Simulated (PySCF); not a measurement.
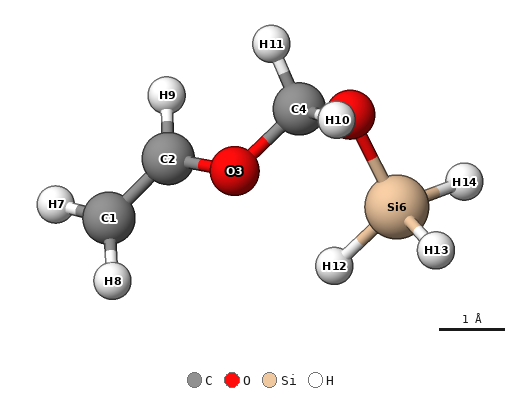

**Figure 1.** The structure as given in the input (ball-and-stick view, seen at a tilt; atoms are numbered from 1 in the order of the input). Bond lengths as drawn: C–C 1.33 Å, C–H 1.09 to 1.11 Å, C–O 1.36 to 1.40 Å, H–Si 1.49 to 1.50 Å and O–Si 1.68 Å.

# Two runs on C3H8O2Si

System: C3H8O2Si.
Method of the first run: GIAO LDA/pcSseg-1 NMR shielding, non-relativistic, gas phase (PySCF 2.14.0).

The geometry comes from this level: PBE0-D3(BJ)/def2-SVP. Text and figures count atoms from 1; the logs count them from 0 in places.

### Input, the first run
```
{"job": {"kind": "nmr", "xc": "LDA", "basis": "pcSseg-1", "pop": false}, "charge": 0, "multiplicity": 1}
C     -2.356517    -0.703504     0.172997
C     -1.547879     0.291115    -0.185361
O     -0.626489     0.821605     0.657931
C      0.295216     1.704187     0.087618
O      1.241672     1.055091    -0.685622
Si     2.137362    -0.248279    -0.112616
H     -3.102201    -1.075948    -0.529153
H     -2.291217    -1.151119     1.166770
H     -1.585211     0.749676    -1.182172
H      0.757874     2.228742     0.941652
H     -0.219518     2.436348    -0.560596
H      1.336707    -1.505522    -0.095465
H      2.631820     0.050397     1.266845
H      3.277796    -0.388617    -1.056754
```

The first line tells a small driver script what to run in PySCF; the rest is the geometry in Å.

Launched with:
```bash
OMP_NUM_THREADS=1 python <driver script> task.json out
```

Hardware: 1 CPU thread, shared host.

### Output (the first run)
```
coarse grid: 12016 points
cycle   1  E = -555.4666880240  dE =  6.115e-01  |g| = 9.178e-01  |ddm| = 3.284e+00
cycle   2  E = -554.9608324741  dE =  5.059e-01  |g| = 1.843e+00  |ddm| = 2.328e+00
cycle   3  E = -555.6103193977  dE = -6.495e-01  |g| = 2.471e-01  |ddm| = 1.866e+00
cycle   4  E = -555.6207621994  dE = -1.044e-02  |g| = 1.111e-01  |ddm| = 2.694e-01
cycle   5  E = -555.6229386914  dE = -2.176e-03  |g| = 3.971e-02  |ddm| = 9.381e-02
cycle   6  E = -555.6232447060  dE = -3.060e-04  |g| = 1.392e-02  |ddm| = 3.465e-02
cycle   7  E = -555.6232841105  dE = -3.940e-05  |g| = 6.419e-03  |ddm| = 1.389e-02
cycle   8  E = -555.6232934359  dE = -9.325e-06  |g| = 1.150e-03  |ddm| = 5.316e-03
final grid: 110944 points
cycle   9  E = -555.6883215593  dE = -2.838e-05  |g| = 4.944e-03  |ddm| = 1.921e-02
cycle  10  E = -555.6882982019  dE =  2.336e-05  |g| = 1.120e-02  |ddm| = 1.110e-02
cycle  11  E = -555.6883258581  dE = -2.766e-05  |g| = 1.971e-03  |ddm| = 9.136e-03
cycle  12  E = -555.6883268676  dE = -1.009e-06  |g| = 2.952e-04  |ddm| = 1.739e-03
cycle  13  E = -555.6883268784  dE = -1.083e-08  |g| = 1.889e-04  |ddm| = 3.297e-04
cycle  14  E = -555.6883268858  dE = -7.365e-09  |g| = 2.170e-05  |ddm| = 1.490e-04
cycle  15  E = -555.6883268858  dE = -7.435e-11  |g| = 1.068e-05  |ddm| = 2.250e-05
converged SCF energy = -555.6883268858

GIAO shielding tensors (ppm)
atom      isotropic    diamagn.    paramagn.     s11        s22        s33       span
  0 C       81.709     255.984    -174.275    -20.046    106.198    158.974    179.020
  1 C       17.664     256.671    -239.007    -82.805     53.997     81.800    164.605
  2 O      140.805     399.527    -258.722     61.234    105.840    255.342    194.108
  3 C       79.541     242.931    -163.390     58.183     78.421    102.019     43.836
  4 O      258.243     397.301    -139.057    174.673    252.386    347.670    172.996
  5 Si     344.310     881.159    -536.849    291.508    297.898    443.525    152.017
  6 H       26.399      28.698      -2.299     24.300     25.529     29.368      5.068
  7 H       25.961      30.869      -4.908     23.263     24.799     29.820      6.556
  8 H       24.429      31.186      -6.756     22.526     23.328     27.434      4.908
  9 H       25.618      28.580      -2.962     21.465     25.727     29.662      8.197
 10 H       25.642      27.944      -2.302     21.382     25.511     30.033      8.651
 11 H       25.494      30.269      -4.775     21.849     25.002     29.630      7.781
 12 H       25.589      28.902      -3.313     23.299     23.416     30.051      6.752
 13 H       25.734      28.231      -2.497     22.665     24.066     30.469      7.804
```

The input of the second run differs as follows (lines with − go, lines with + come):
```diff
-"xc": "LDA"
+"xc": "HF"
```

What does this change do to the results?

The total energies belong to different methods, so their difference says nothing on which is more stable or more accurate. The HOMO goes from −5.86 to −9.51 eV. The LUMO goes from −0.72 to 3.81 eV. The dipole moment goes from 0.56 to 0.60 D. Of all shieldings, the largest change is that of Si6, by +85.2 ppm. The method changes from LDA to HF. Exact exchange removes part of the self-interaction error of semilocal functionals, which pushes filled and empty levels apart. The SCF takes 11 iterations against 15.

### Output (the second run)
```
final grid: 110944 points
cycle   1  E = -556.7279011325  dE =  9.463e-01  |g| = 7.204e-01  |ddm| = 3.145e+00
cycle   2  E = -556.8291611287  dE = -1.013e-01  |g| = 3.749e-01  |ddm| = 6.437e-01
cycle   3  E = -556.8541089563  dE = -2.495e-02  |g| = 7.085e-02  |ddm| = 2.339e-01
cycle   4  E = -556.8556186341  dE = -1.510e-03  |g| = 1.782e-02  |ddm| = 8.771e-02
cycle   5  E = -556.8557121883  dE = -9.355e-05  |g| = 5.119e-03  |ddm| = 2.159e-02
cycle   6  E = -556.8557216201  dE = -9.432e-06  |g| = 1.765e-03  |ddm| = 6.907e-03
cycle   7  E = -556.8557233583  dE = -1.738e-06  |g| = 6.488e-04  |ddm| = 3.143e-03
cycle   8  E = -556.8557236139  dE = -2.556e-07  |g| = 2.411e-04  |ddm| = 1.199e-03
cycle   9  E = -556.8557236469  dE = -3.304e-08  |g| = 6.616e-05  |ddm| = 5.086e-04
cycle  10  E = -556.8557236503  dE = -3.395e-09  |g| = 3.177e-05  |ddm| = 1.532e-04
cycle  11  E = -556.8557236508  dE = -4.911e-10  |g| = 7.938e-06  |ddm| = 6.404e-05
converged SCF energy = -556.8557236508

GIAO shielding tensors (ppm)
atom      isotropic    diamagn.    paramagn.     s11        s22        s33       span
  0 C       91.185     255.017    -163.832    -23.299    127.796    169.057    192.357
  1 C       32.814     254.174    -221.360    -92.485     82.272    108.655    201.141
  2 O      213.313     401.317    -188.004    151.532    191.301    297.105    145.573
  3 C      107.415     235.116    -127.701     92.014    104.591    125.640     33.626
  4 O      297.565     399.508    -101.944    233.534    292.806    366.354    132.820
  5 Si     429.547     875.750    -446.203    399.039    402.010    487.592     88.553
  6 H       27.190      29.332      -2.142     24.788     25.721     31.060      6.273
  7 H       26.689      31.275      -4.586     23.816     24.751     31.500      7.684
  8 H       25.413      31.306      -5.893     23.002     24.418     28.820      5.818
  9 H       27.101      28.781      -1.680     22.677     26.698     31.927      9.250
 10 H       27.263      28.426      -1.163     22.759     26.860     32.170      9.412
 11 H       27.308      30.868      -3.560     23.559     26.965     31.401      7.842
 12 H       27.379      29.656      -2.277     24.679     25.484     31.976      7.297
 13 H       27.440      28.958      -1.518     24.166     25.496     32.658      8.492
```

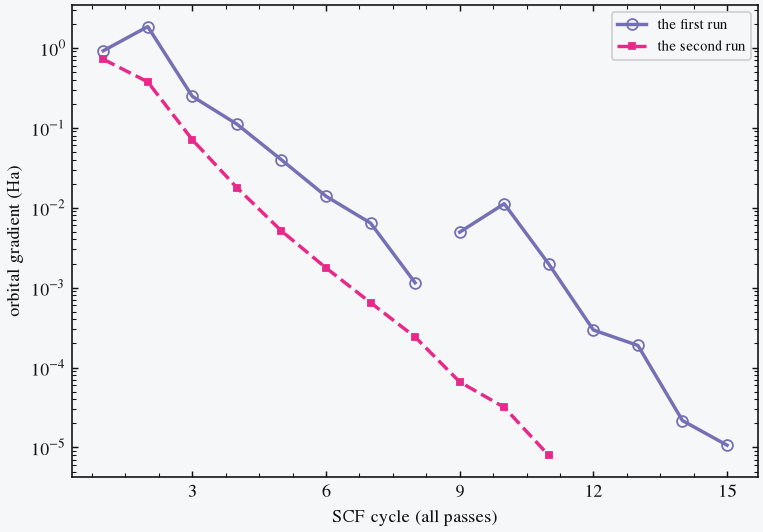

**Figure 2.** Convergence of the two runs: orbital gradient against the SCF cycle. A break in a curve parts two SCF passes (coarse and final grid). The first run takes 15 cycles in all, and the second run takes 11.

### The two runs side by side

| quantity | the first run | the second run |
| --- | --- | --- |
| outcome | converged | converged |
| total energy (hartree) | −555.688327 | −556.855724 |
| HOMO (eV) | −5.86 | −9.51 |
| LUMO (eV) | −0.72 | 3.81 |
| dipole moment (D) | 0.56 | 0.60 |
| shielding of C1 (ppm) | 81.7 | 91.2 |
| shielding of C2 (ppm) | 17.7 | 32.8 |
| shielding of O3 (ppm) | 140.8 | 213.3 |
| shielding of C4 (ppm) | 79.5 | 107.4 |
| shielding of O5 (ppm) | 258.2 | 297.6 |
| shielding of Si6 (ppm) | 344.3 | 429.5 |
| shielding of H12 (ppm) | 25.5 | 27.3 |
| SCF iterations | 15 | 11 |
| basis functions | 149 | 149 |
| wall time (shared host) | 17 s | 6.8 s |
